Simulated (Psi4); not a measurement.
**BCl₂F (charge +1): single-point calculation**

- system: BCl₂F, charge +1, multiplicity 2
- method: BLYP/6-311+G**, UKS (Psi4 1.11)

The geometry is that of the parent species in another charge or spin state. The geometry comes from this level: PBE0-D4/def2-TZVP.

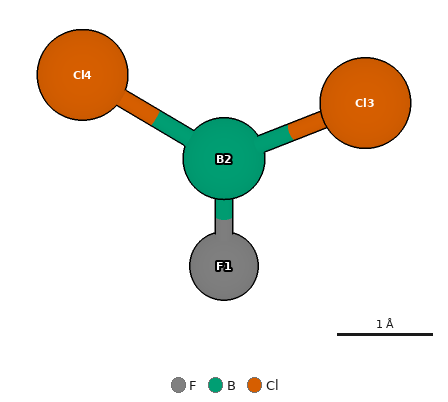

Fig. 1: The structure as given in the input (ball-and-stick view, seen at a tilt; atoms are numbered from 1 in the order of the input). Bond lengths as drawn: B–Cl 1.74 Å and B–F 1.31 Å.

Key numbers:

| quantity | value |
| --- | --- |
| outcome | converged |
| total energy | −1044.856597 hartree |
| basis functions | 104 |
| ⟨S²⟩ | 0.752 |
| hardware | 1 thread of Intel Xeon (Granite Rapids), 64 GiB of memory available, shared host |
| wall time | 14 s |
| peak memory | 0.68 GiB |

Input file (input.json):
```
{
  "schema_name": "qcschema_input",
  "schema_version": 1,
  "molecule": {
    "schema_name": "qcschema_molecule",
    "schema_version": 2,
    "symbols": ["F", "B", "Cl", "Cl"],
    "geometry": [0.21612798, -2.20213565, -1.47623515, 0.01494773, -0.15233082, -0.1021208, -2.92820622, 0.70634183, 1.0798273, 2.69713051, 1.64810574, 0.49852865],
    "molecular_charge": 1,
    "molecular_multiplicity": 2,
    "fix_symmetry": "c1"
  },
  "driver": "energy",
  "model": {
    "method": "blyp",
    "basis": "6-311+G**"
  },
  "keywords": {
    "reference": "uks",
    "puream": true,
    "e_convergence": 1e-09,
    "d_convergence": 1e-08,
    "scf_type": "pk",
    "dft_radial_points": 99,
    "dft_spherical_points": 590,
    "maxiter": 100
  }
}
```

Command:
```bash
psi4 --qcschema input.json -n 1 --memory 1600MB
```

The program's output:
```
Psi4 1.11 release

   => Loading Basis Set <=

    Name: 6-311+G**
    Role: ORBITAL
    Keyword: BASIS

         ---------------------------------------------------------
                                   SCF
                              UKS Reference
                        1 Threads,   1525 MiB Core
         ---------------------------------------------------------

  ==> Geometry <==

    Molecular point group: c1
    Full point group: C1

    Geometry (in Bohr), charge = 1, multiplicity = 2:

       Center              X                  Y                   Z               Mass
    ------------   -----------------  -----------------  -----------------  -----------------
         F            0.254246805971    -2.590529787384    -1.736606347335    18.998403162730
         B            0.053066555971    -0.540724957384    -0.362491997335    11.009305360000
         CL          -2.890087394029     0.317947692616     0.819456102665    34.968852682000
         CL           2.735249335971     1.259711602616     0.238157452665    34.968852682000

  Running in c1 symmetry.

  Rotational constants: A =      0.23681  B =      0.10475  C =      0.07263 [cm^-1]
  Rotational constants: A =   7099.39343  B =   3140.31978  C =   2177.24512 [MHz]
  Nuclear repulsion =  181.669072837694472

  Charge       = 1
  Multiplicity = 2
  Electrons    = 47
  Nalpha       = 24
  Nbeta        = 23

  ==> Algorithm <==

  SCF Algorithm Type is PK.
  DIIS enabled.
  MOM disabled.
  Fractional occupation disabled.
  Guess Type is SAD.
  Energy threshold   = 1.00e-09
  Density threshold  = 1.00e-08
  Integral threshold = 1.00e-12

  ==> Primary Basis <==

  Basis Set: 6-311+G**
    Blend: 6-311+G**
    Number of shells: 48
    Number of basis functions: 104
    Number of Cartesian functions: 108
    Spherical Harmonics?: true
    Max angular momentum: 2

  ==> DFT Potential <==

   => LibXC <=

    Version 7.1.2

   => Composite Functional: BLYP <=

    BLYP GGA Exchange-Correlation Functional

    Deriv               =              1
    GGA                 =           TRUE
    Meta                =          FALSE

    Exchange Hybrid     =          FALSE
    MP2 Hybrid          =          FALSE

   => Exchange Functionals <=

    1.0000     XC_GGA_X_B88

   => Correlation Functionals <=

    1.0000     XC_GGA_C_LYP

   => LibXC Density Thresholds  <==

    XC_GGA_C_LYP:  1.00E-14
    XC_GGA_X_B88:  1.00E-15

   => Molecular Quadrature <=

    Radial Scheme          =       TREUTLER
    Pruning Scheme         =           NONE
    Nuclear Scheme         =       TREUTLER

    Blocking Scheme        =         OCTREE
    BS radius alpha        =              1
    Pruning alpha          =              1
    Radial Points          =             99
    Spherical Points       =            590
    Total Points           =         227162
    Total Blocks           =           1782
    Max Points             =            256
    Max Functions          =             94
    Weights Tolerance      =       1.00E-15

  ==> Integral Setup <==

  Using in-core PK algorithm.
   Calculation information:
      Number of atoms:                   4
      Number of AO shells:              48
      Number of primitives:             90
      Number of atomic orbitals:       108
      Number of basis functions:       104

      Integral cutoff                 1.00e-12
      Number of threads:                 1

  Performing in-core PK
  Using 29817060 doubles for integral storage.
  We computed 571696 shell quartets total.
  Whereas there are 692076 unique shell quartets.

  ==> DiskJK: Disk-Based J/K Matrices <==

    J tasked:                  Yes
    K tasked:                   No
    wK tasked:                  No
    Memory [MiB]:              892
    Schwarz Cutoff:          1E-12

  Cached 50.0% of DFT collocation blocks in 0.243 [GiB].

  Minimum eigenvalue in the overlap matrix is 1.0797432746E-03.
  Reciprocal condition number of the overlap matrix is 1.5811206725E-04.
    Using symmetric orthogonalization.

  ==> Pre-Iterations <==

  SCF Guess: Superposition of Atomic Densities via on-the-fly atomic UHF (no occupation information).

   -------------------------
    Irrep   Nso     Nmo
   -------------------------
     A        104     104
   -------------------------
    Total     104     104
   -------------------------

  ==> Iterations <==

                        Total Energy        Delta E     RMS |[F,P]|

   @UKS iter SAD: -1045.09902019199853   -1.04510e+03   0.00000e+00
   @UKS iter   1: -1044.76143982057079    3.37580e-01   4.93394e-03 ADIIS/DIIS
   @UKS iter   2: -1043.72438353473308    1.03706e+00   1.50429e-02 ADIIS/DIIS
   @UKS iter   3: -1044.82973305382916   -1.10535e+00   2.34809e-03 ADIIS/DIIS
   @UKS iter   4: -1044.85076157337767   -2.10285e-02   9.74351e-04 ADIIS/DIIS
   @UKS iter   5: -1044.85560388678459   -4.84231e-03   4.34935e-04 ADIIS/DIIS
   @UKS iter   6: -1044.85658628517240   -9.82398e-04   4.80314e-05 DIIS
   @UKS iter   7: -1044.85658982910923   -3.54394e-06   3.03091e-05 DIIS
   @UKS iter   8: -1044.85654493866969    4.48904e-05   7.65254e-05 DIIS
   @UKS iter   9: -1044.85659705288026   -5.21142e-05   6.54570e-06 DIIS
   @UKS iter  10: -1044.85659726293193   -2.10052e-07   1.51002e-06 DIIS
   @UKS iter  11: -1044.85659727322150   -1.02896e-08   1.60378e-07 DIIS
   @UKS iter  12: -1044.85659727336952   -1.48020e-10   2.05949e-08 DIIS
   @UKS iter  13: -1044.85659727337315   -3.63798e-12   5.55903e-09 DIIS
  Energy and wave function converged.

  ==> Post-Iterations <==

   Electrons on quadrature grid:
      Nalpha   =   23.9999999713 ; deviation = -2.871e-08
      Nbeta    =   22.9999999694 ; deviation = -3.063e-08
      Ntotal   =   46.9999999407 ; deviation = -5.934e-08

   @Spin Contamination Metric:   1.720829312E-03
   @S^2 Expected:                7.500000000E-01
   @S^2 Observed:                7.517208293E-01
   @S   Expected:                5.000000000E-01
   @S   Observed:                5.000000000E-01

    Orbital Energies [Eh]
    ---------------------

    Alpha Occupied:

       1A   -101.076355     2A   -101.076354     3A    -24.560002
       4A     -9.502797     5A     -9.502769     6A     -7.335796
       7A     -7.335796     8A     -7.331639     9A     -7.331639
      10A     -7.324979    11A     -7.324979    12A     -6.931610
      13A     -1.381339    14A     -1.083544    15A     -1.057109
      16A     -0.758997    17A     -0.708386    18A     -0.702927
      19A     -0.669720    20A     -0.610334    21A     -0.605439
      22A     -0.591116    23A     -0.577991    24A     -0.570425

    Alpha Virtual:

      25A     -0.310034    26A     -0.233901    27A     -0.182385
      28A     -0.149328    29A     -0.134595    30A     -0.124244
      31A     -0.116940    32A     -0.101607    33A     -0.075741
      34A     -0.066469    35A     -0.054371    36A     -0.047286
      37A     -0.044679    38A     -0.036316    39A     -0.029089
      40A      0.003769    41A      0.080064    42A      0.098236
      43A      0.105904    44A      0.127026    45A      0.138378
      46A      0.161033    47A      0.168252    48A      0.221732
      49A      0.228682    50A      0.237128    51A      0.240031
      52A      0.249825    53A      0.257922    54A      0.260694
      55A      0.296574    56A      0.415764    57A      0.464292
      58A      0.486061    59A      0.514710    60A      0.523748
      61A      0.530031    62A      0.563762    63A      0.592328
      64A      0.605846    65A      0.793377    66A      0.799405
      67A      0.886838    68A      0.907327    69A      0.982355
      70A      1.058848    71A      1.075219    72A      1.081811
      73A      1.191107    74A      1.204342    75A      1.457806
      76A      1.606248    77A      1.896449    78A      1.903855
      79A      1.906471    80A      1.929649    81A      1.933967
      82A      1.978265    83A      2.146750    84A      2.172707
      85A      3.423012    86A      3.450382    87A      3.617388
      88A      3.690585    89A      4.086521    90A      5.873572
      91A      5.903802    92A      6.021453    93A      9.245114
      94A      9.348198    95A     13.824326    96A     25.328573
      97A     25.370272    98A     25.391503    99A     25.435543
     100A     25.695642   101A     25.870054   102A     65.975761
     103A    214.447315   104A    214.560795

    Beta Occupied:

       1A   -101.073266     2A   -101.073265     3A    -24.558370
       4A     -9.499919     5A     -9.499891     6A     -7.330399
       7A     -7.330399     8A     -7.326866     9A     -7.326865
      10A     -7.323103    11A     -7.323102    12A     -6.932002
      13A     -1.378175    14A     -1.068238    15A     -1.040049
      16A     -0.755377    17A     -0.700845    18A     -0.696026
      19A     -0.668076    20A     -0.601582    21A     -0.584988
      22A     -0.576152    23A     -0.562450

    Beta Virtual:

      24A     -0.543791    25A     -0.309729    26A     -0.228540
      27A     -0.180145    28A     -0.145197    29A     -0.131144
      30A     -0.122079    31A     -0.116926    32A     -0.098392
      33A     -0.075482    34A     -0.066425    35A     -0.052528
      36A     -0.044679    37A     -0.044586    38A     -0.034306
      39A     -0.028009    40A      0.005802    41A      0.080356
      42A      0.099773    43A      0.106879    44A      0.126627
      45A      0.139368    46A      0.165781    47A      0.170807
      48A      0.224882    49A      0.233795    50A      0.241360
      51A      0.242027    52A      0.254167    53A      0.259687
      54A      0.262697    55A      0.302872    56A      0.426215
      57A      0.491899    58A      0.514555    59A      0.531566
      60A      0.540318    61A      0.552168    62A      0.581585
      63A      0.605640    64A      0.610709    65A      0.796743
      66A      0.807054    67A      0.898430    68A      0.909088
      69A      0.985963    70A      1.059711    71A      1.079308
      72A      1.086225    73A      1.197432    74A      1.210196
      75A      1.456891    76A      1.608890    77A      1.902174
      78A      1.911912    79A      1.925506    80A      1.936307
      81A      1.939162    82A      1.995996    83A      2.152531
      84A      2.178592    85A      3.428314    86A      3.455304
      87A      3.618217    88A      3.695819    89A      4.089100
      90A      5.875090    91A      5.911258    92A      6.022887
      93A      9.251932    94A      9.355114    95A     13.823754
      96A     25.331902    97A     25.387460    98A     25.394819
      99A     25.452295   100A     25.698798   101A     25.873605
     102A     65.977686   103A    214.450770   104A    214.564253

    Final Occupation by Irrep:
              A
    DOCC [    23 ]
    SOCC [     1 ]
    NA   [    24 ]
    NB   [    23 ]

  @UKS Final Energy: -1044.85659727337315

   => Energetics <=

    Nuclear Repulsion Energy =            181.6690728376944719
    One-Electron Energy =               -1791.4769460698637431
    Two-Electron Energy =                 635.6319010722138501
    DFT Exchange-Correlation Energy =     -70.6806251134177899
    Empirical Dispersion Energy =           0.0000000000000000
    VV10 Nonlocal Energy =                  0.0000000000000000
    Total Energy =                      -1044.8565972733731542

  UHF NO Occupations:
  HONO-2 :   22  A 1.9998524
  HONO-1 :   23  A 1.9996014
  HONO-0 :   24  A 1.0000000
  LUNO+0 :   25  A 0.0003986
  LUNO+1 :   26  A 0.0001476
  LUNO+2 :   27  A 0.0001463
  LUNO+3 :   28  A 0.0000866

Computation Completed

Properties will be evaluated at   0.000000,   0.000000,   0.000000 [a0]

Properties computed using the SCF density matrix

 Multipole Moments:

 ------------------------------------------------------------------------------------
     Multipole            Electronic (a.u.)      Nuclear  (a.u.)        Total (a.u.)
 ------------------------------------------------------------------------------------

 L = 1.  Multiply by 2.5417464519 to convert [e a0] to [Debye]
 Dipole X            :          0.0304577           -0.0786930           -0.0482353
 Dipole Y            :         -0.3103440            0.8018151            0.4914712
 Dipole Z            :         -0.2080507            0.5375133            0.3294626
 Magnitude           :                                                    0.5936465

 ------------------------------------------------------------------------------------

	total time  =         12 seconds =       0.20 minutes

    Psi4 run time: 0:00:12.82
```

File result.json:
```
{
 "driver": "energy",
 "model": {
  "method": "blyp",
  "basis": "6-311+G**"
 },
 "success": true,
 "return_result": -1044.8565972733732,
 "properties": {
  "calcinfo_nbasis": 104,
  "calcinfo_nmo": 104,
  "calcinfo_nalpha": 24,
  "calcinfo_nbeta": 23,
  "calcinfo_natom": 4,
  "nuclear_repulsion_energy": 181.66907283769447,
  "return_energy": -1044.8565972733732,
  "scf_one_electron_energy": -1791.4769460698637,
  "scf_two_electron_energy": 635.6319010722139,
  "scf_xc_energy": -70.68062511341779,
  "scf_dipole_moment": [-0.0482352660698242, 0.49147115979876066, 0.3294626232511991],
  "scf_total_energy": -1044.8565972733732,
  "scf_iterations": 13
 }
}
```
